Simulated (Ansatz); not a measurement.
## Profile along the Ag–Ag line in Ag (fcc, Cu type)

Ag (fcc, Cu type), conventional cell a = b = c = 4.149 Å, α = β = γ = 90.00°. The calculation uses the primitive cell of 1 atom, to which meshes and values per cell refer.

Fields along a shortest Ag–Ag line of a {111} plane (2.93 Å), from Ag to Ag, interpolated on the slice's grid (step about 0.2 Å). The numbers are results of PBE (plane waves to 420 eV, PAW, scalar-relativistic; Ansatz, a first-principles code), not measurements. k mesh 19×19×19. These are valence fields of a PAW run, semicore shells included where kept as valence: close to a nucleus they are smooth pseudo fields. Ag was relaxed with its symmetry unable to fall. The PAW data are Ansatz's earlier set.

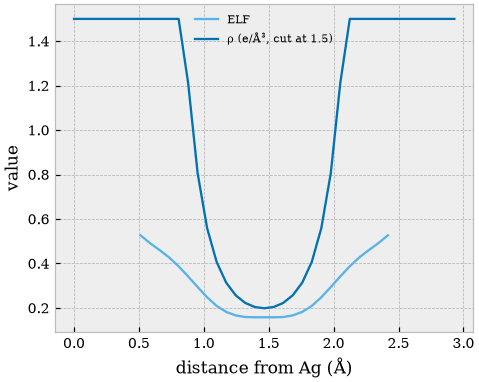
Figure: ELF (away from the nuclei) and valence density from Ag to Ag.

Density on the Ag–Ag line (2.93 Å) at its midpoint: 0.20 e/Å³. ELF at that point: 0.16.
